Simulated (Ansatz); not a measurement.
# C₃H₅NSn: an energy map over angle C2–N3–C4 and change of the bonds N3–C2, N3–C4, all alike

A grid of calculations on C₃H₅NSn, SMILES C#CN=[CH][SnH3], to see where the energy is lowest and how it rises around there.

Method: RKS PBE0-D4/def2-SVP; program: Ansatz 0.2.0.

### Step 1. The starting structure

10 atoms, charge 0, spin multiplicity 1.

Atoms are counted from 1 here; the program's logs count them from 0.

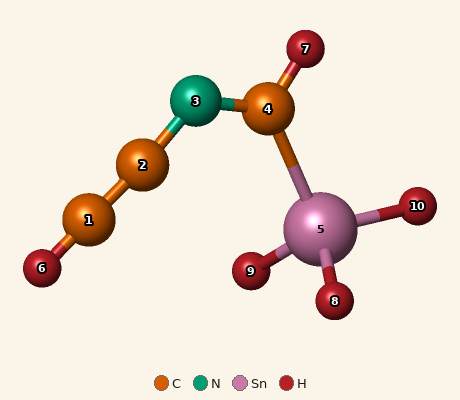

The starting geometry (carbon orange, nitrogen teal, tin pink, hydrogen red); atoms are numbered from 1 in the order of the file.

As a file:

```xyz
10

C    -2.3755   -0.6829    0.8134
C    -1.3106   -1.1028    0.3593
N    -0.2090   -1.6610   -0.1266
C     0.8595   -1.0098   -0.4480
Sn    1.1217    1.1707   -0.2711
H    -3.3066   -0.3079    1.2114
H     1.6976   -1.6228   -0.8417
H    -0.0438    1.9754   -1.2565
H     0.9312    1.6417    1.3777
H     2.7184    1.5483   -0.8151
```

This geometry comes from a loose relaxation at PBE in a small basis, which is not shown.

### Step 3. Setting up the map

First coordinate, angle C2–N3–C4: 9 values from 77.7 to 167.7 °. Second coordinate, change of the bonds N3–C2, N3–C4, all alike: 9 values from −0.143 to 0.222 Å.

Nothing else is relaxed (all other coordinates rigid). Energies count from the relaxed molecule at the same level. Points are written as (first, second).

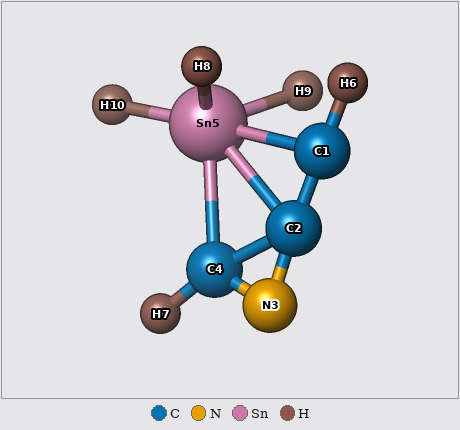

The geometry at (77.7°, −0.143 Å).

(The set-up runs are not shown.)

### Step 4. Point (122.7°, −0.007 Å)

The input, input.yaml:

```yaml
crystal:
  periodic: [false, false, false]
  atoms:
    - { symbol: C, position_ang: [-2.317528, -0.646297, 0.79477] }
    - { symbol: C, position_ang: [-1.281796, -1.102613, 0.347217] }
    - { symbol: "N", position_ang: [-0.192054, -1.673199, -0.135048] }
    - { symbol: C, position_ang: [0.850632, -1.013475, -0.444232] }
    - { symbol: Sn, position_ang: [1.08023, 1.150709, -0.25716] }
    - { symbol: H, position_ang: [-3.234137, -0.251541, 1.189735] }
    - { symbol: H, position_ang: [1.692091, -1.607996, -0.836088] }
    - { symbol: H, position_ang: [-0.083581, 1.931313, -1.23532] }
    - { symbol: H, position_ang: [0.890963, 1.60208, 1.380183] }
    - { symbol: H, position_ang: [2.661027, 1.529141, -0.798687] }
basis:
  gaussian: { orbitals: def2-SVP }
hamiltonian:
  xc: pbe0
  dispersion: d4
output:
  forces: true
```

The run is started by

```bash
$ ansatz run input.yaml --threads 1 --pin off --max-ram 2560MiB --backend cpu --events-out ev --progress --plain --runs-dir out
```

Further runs follow: the other points that were computed.

**Question.** What will these runs give? Wanted: lowest point; highest computed point; dipole moment.

As calculated:

| quantity | value |
| --- | --- |
| lowest point | (122.7°, −0.007 Å), 0.31 kJ/mol |
| highest computed point | (77.7°, −0.143 Å), 802 kJ/mol above the lowest |
| dipole moment (D) | 0.77 at (134.0°, −0.143 Å) to 2.47 at (100.2°, 0.222 Å); 1.52 at the lowest point |
| time for the whole task | 9.4 min on 1 thread, shared host |

**Reading.** The lowest computed point is at (122.7°, −0.007 Å), 0.31 kJ/mol from the relaxed molecule at the same level. The grid is coarse, so the lowest point of the scanned range may lie between grid points; coordinates that were held can hide deeper minima. The grid shows no other well, apart from its symmetry copies. The highest computed point, (77.7°, −0.143 Å), lies 802 kJ/mol above the lowest. Round the minimum the valley is somewhat tilted: raising angle C2–N3–C4 shifts the best value of the second coordinate downwards (coupling k₁₂/√(k₁₁k₂₂) about 0.4).
